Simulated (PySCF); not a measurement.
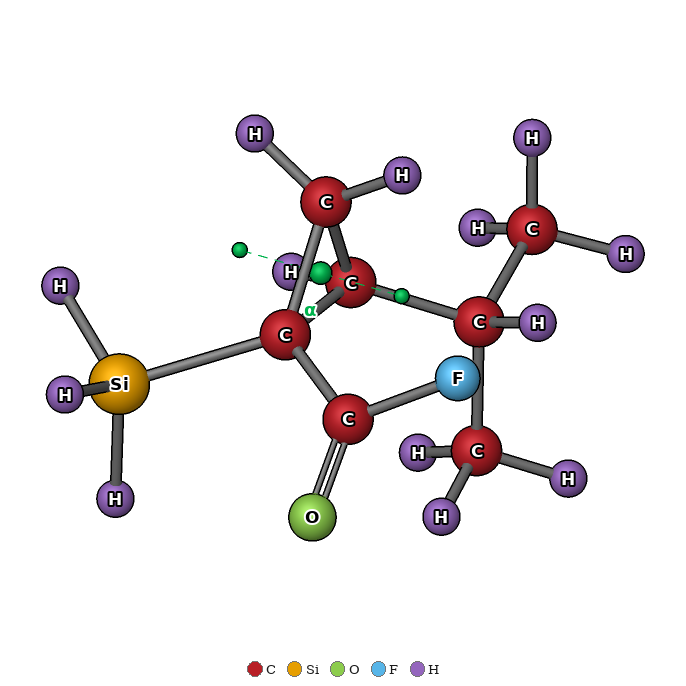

The small points mark where nucleus-independent chemical shifts (NICS) were computed: at the centre of each lettered ring and 1 Å above and below it. The geometry was computed by an optimisation with GFN2-xTB. No frequency run is at hand to confirm it as a minimum. Properties computed with GIAO PBE0/pcSseg-1 NMR shielding, non-relativistic, gas phase (PySCF 2.14.0).

Give NICS(0), NICS(1) and the out-of-plane component NICS(1)zz for each ring (means of the two sides).

```
ring  members  NICS(0)  NICS(1)  NICS(1)zz
   α       C3    −44.1     −8.5      −22.3
```

Values in ppm.

The geometry is semi-empirical. Around Si such bond lengths and angles can be off by a tenth of an ångström or more and by several degrees, and values that hang on the shape move with them.
